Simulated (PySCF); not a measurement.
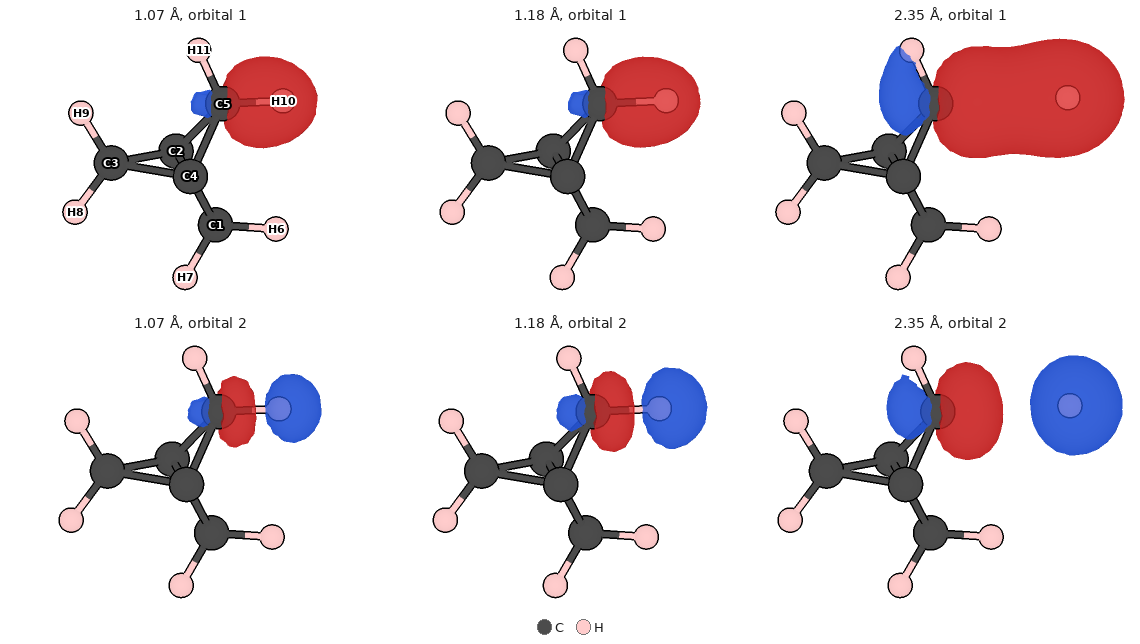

Figure 1: C5H6, SMILES `C1C23CC13C2`. Rigid stretch of the C5–H10 bond. The two CASSCF(2,2) natural orbitals nearest half filling (orbital 1 the more occupied).

Computed with PySCF, cc-pVDZ basis, geometry: GFN2-xTB. No frequency check shows the geometry to be a minimum.

Input

```python
import numpy as np
from pyscf import gto, scf, mcscf

mol = gto.M(atom='''
C     -0.33151     1.23656     0.00004
C      0.00006    -0.00017     0.80034
C     -0.90541    -0.90519    -0.00004
C      0.00012     0.00005    -0.80034
C      1.23672    -0.33122     0.00000
H      0.38889     2.04542     0.00007
H     -1.35945     1.57697     0.00006
H     -1.96583    -0.68600    -0.00006
H     -0.68597    -1.96588    -0.00007
H      2.04549     0.38880     0.00005
H      1.57701    -1.35954    -0.00005
''', basis='cc-pvdz', charge=0, spin=0, verbose=4)
# stretch the bond between atoms 5 and 10, from long to short, fragments rigid
a, b, move = 4, 9, [9]
xyz = mol.atom_coords(unit='Angstrom')
u = xyz[b] - xyz[a]
r0 = np.linalg.norm(u)
rows, last, dm_u = [], None, None
for r in [3.0, 2.35, 1.93, 1.66, 1.44, 1.28, 1.18, 1.07, 0.98]:
    new = xyz.copy()
    new[move] += u / r0 * (r - r0)
    m = mol.set_geom_(new, unit='Angstrom', inplace=False)
    rhf = scf.RHF(m).density_fit(auxbasis='def2-universal-jkfit').run()
    uhf = scf.UHF(m).density_fit(auxbasis='def2-universal-jkfit').newton()
    if dm_u is None:
        c = rhf.mo_coeff
        h = m.nelectron // 2 - 1
        ca, cb = c.copy(), c.copy()
        ca[:, h], cb[:, h] = (c[:, h] + c[:, h + 1]) / 2**.5, (c[:, h] - c[:, h + 1]) / 2**.5
        dm_u = np.array([x[:, :h + 1] @ x[:, :h + 1].T for x in (ca, cb)])
    uhf.kernel(dm0=dm_u)
    for _ in range(3):
        c, _, stable, _ = uhf.stability(return_status=True)
        if stable:
            break
        uhf.kernel(c, uhf.mo_occ)
    dm_u = uhf.make_rdm1()
    mc = mcscf.CASSCF(rhf, 2, 2)
    mc.natorb = True
    mc.fix_spin_(ss=0)
    guess = mcscf.addons.make_natural_orbitals(uhf)[1] if last is None else mcscf.project_init_guess(mc, last.mo_coeff, last.mol)
    mc.kernel(guess)
    last = mc
    act = slice(mc.ncore, mc.ncore + mc.ncas)
    print('r %.3f  RHF %.6f  UHF %.6f  <S^2> %.3f  CASSCF %.6f  occupations' % (r, rhf.e_tot, uhf.e_tot, uhf.spin_square()[0], mc.e_tot), mc.mo_occ[act].round(4))
    rows.append((new, rhf.e_tot, uhf.e_tot, uhf.spin_square()[0], mc.e_tot, mc.mo_occ[act], mc.mo_coeff[:, act], dm_u[0] - dm_u[1], rhf.converged and uhf.converged and mc.converged))
    np.savez('result.npz', **{k: [row[i] for row in rows] for i, k in enumerate('xyz rhf uhf s2 cas occ c spin ok'.split())})
```

Launched as:

```sh
OMP_NUM_THREADS=1 python input.py
```

The run took 6.3 min on 1 thread of Arm Neoverse V1 (shared host), peak memory 0.4 GiB.

Question: How do the occupations change along the stretch?

Answer: 1.07 Å: 1.98 and 0.02; 1.18 Å: 1.98 and 0.02; 2.35 Å: 1.61 and 0.39. At the longest distance computed (3.00 Å) they are 1.29 and 0.71, and the effective number of unpaired electrons is 1.7.

Question: Where does the UHF solution part from RHF?

Answer: Between 1.66 Å (⟨S²⟩ = 0, the two coincide) and 1.93 Å (⟨S²⟩ = 0.57); at 3.00 Å ⟨S²⟩ is 0.99 and UHF lies 3.5 eV below RHF.

Question: How much energy does the stretch cost?

Answer: By CASSCF, 4.4 eV from the lowest point of the scan (1.07 Å) to 3.00 Å; RHF gives 7.6 eV from its own lowest point. The fragments aren't relaxed and dynamic correlation is missing, so this isn't a bond dissociation energy.
